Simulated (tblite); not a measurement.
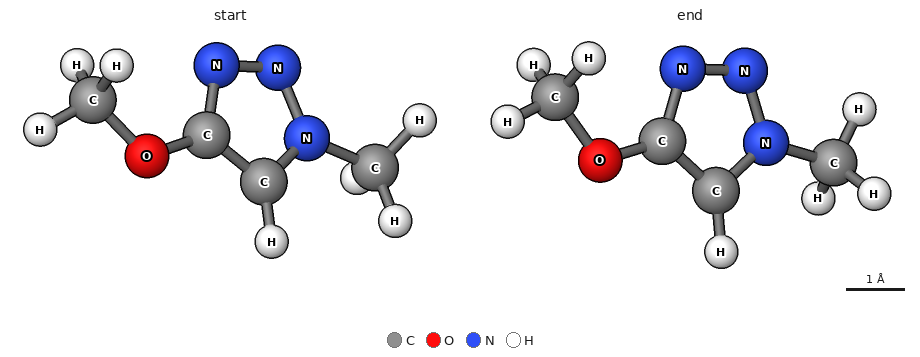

The structure of C4H7N3O before (left) and after (right) a relaxation, at one scale.

A ball-and-stick model, seen at a tilt.

Method: tblite 0.8.0, GFN2-xTB geometry optimisation, gas phase. 

Describe what moved and what it gained.

Answer. Over 90 geometry steps the energy falls by 37.6 kJ/mol. The largest move after the best rigid fit is that of an H atom, 0.61 Å. By element the largest moves are H 0.61 Å, N 0.38 Å, C 0.23 Å, O 0.20 Å. Among the contacts that change: C–O 1.410 → 1.342 Å, C–H 1.132 → 1.088 Å, N–N 1.322 → 1.287 Å, C–N 1.465 → 1.432 Å. Among the angles between lasting bonds that change: C–C–H 124.9° → 132.5°, N–C–H 129.2° → 124.0°, C–N–C 123.0° → 128.1°. Groups turn about C–N by about 40°, C–O by about 20°. The run took 0.74 s on 1 thread of Arm Neoverse N1, with other jobs on the host.
